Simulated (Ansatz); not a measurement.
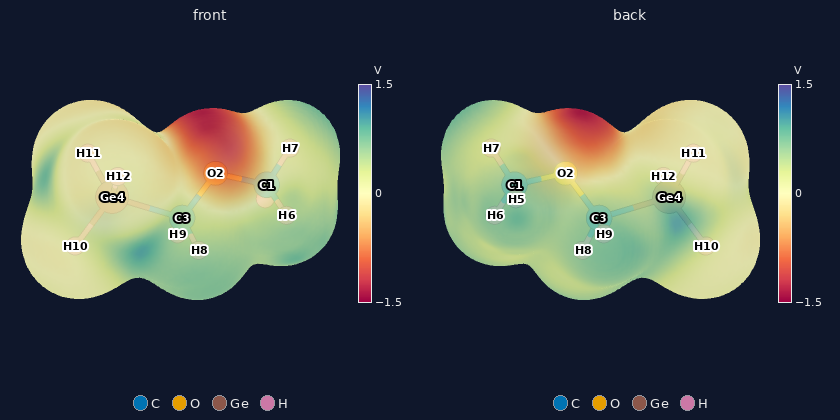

Figure 1: C2H8GeO (SMILES CO[CH2][GeH3]). The molecular electrostatic potential painted on the density surface at 0.002 e/bohr³, seen from the front and from behind; red is negative and blue positive.

Geometry: PBE0-D4/def2-TZVP.

All numbers below come from Ansatz 0.2.0, RKS PBE0-D4/def2-TZVPP.

The calculation's input:

```
crystal:
  periodic: [false, false, false]
  atoms:
    - {symbol: C, position_ang: [-0.286726, 1.970818, 0.433971]}
    - {symbol: O, position_ang: [0.239189, 0.680045, 0.588442]}
    - {symbol: C, position_ang: [-0.231016, -0.210238, -0.390144]}
    - {symbol: Ge, position_ang: [0.575113, -1.975133, -0.067901]}
    - {symbol: H, position_ang: [-1.382702, 1.968537, 0.513905]}
    - {symbol: H, position_ang: [-0.011129, 2.401352, -0.538779]}
    - {symbol: H, position_ang: [0.126819, 2.592713, 1.228469]}
    - {symbol: H, position_ang: [0.033921, 0.134286, -1.401307]}
    - {symbol: H, position_ang: [-1.327681, -0.296481, -0.355210]}
    - {symbol: H, position_ang: [0.062149, -2.953949, -1.140003]}
    - {symbol: H, position_ang: [0.173603, -2.489542, 1.322614]}
    - {symbol: H, position_ang: [2.105261, -1.877708, -0.160159]}
basis:
  gaussian: {orbitals: def2-TZVPP}
hamiltonian: {xc: pbe0, dispersion: d4}
output: {orbitals: {seedname: orbitals}}
```

Launched as:

```sh
ansatz run in.yaml --threads 4 --pin off --events-out ev --progress --plain --max-ram 10444MiB
```

Where is the surface potential most negative and most positive?

Answer. The most negative region (about −1.3 V) lies over O2, the most positive (about +1.0 V) over Ge4. O2 is the likeliest acceptor of a hydrogen bond.
